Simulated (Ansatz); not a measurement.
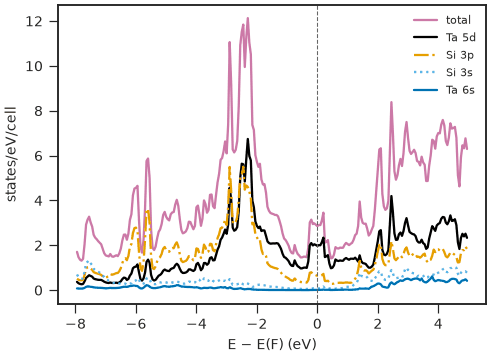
Total and projected density of states of TaSi2 in space group P6_422 (No. 181; Ta on 3c, Si on 6i), the program Ansatz at the r²SCAN level (PAW)

Problem. Which orbitals carry the states next to the Fermi level?

Solution. Within 0.5 eV of the Fermi level: Ta 5d 68 %, Si 3p 22 %, outside the projected shells 5 %. Projections are on Löwdin-orthogonalised atomic valence shells; empty p or d shells of many metals are not among them.

Problem. Where is the tallest occupied peak in this window, and what makes it?

Solution. Near -2.3 eV, about 12 states/eV per cell; the largest projected share is Ta 5d.

The first step of the workflow began from a Materials Project structure, measured or hypothetical; the Crystallography Open Database files this formula in space group No. 181, but the cells were not matched. Its standing as an ambient phase is unchecked. The r²SCAN relaxation kept the symmetry of its start; its stability against distortions is not shown here. No spin polarisation was allowed. Spin–orbit coupling is left out wherever it is not named.

Potentials: the later of the program's two PAW sets.
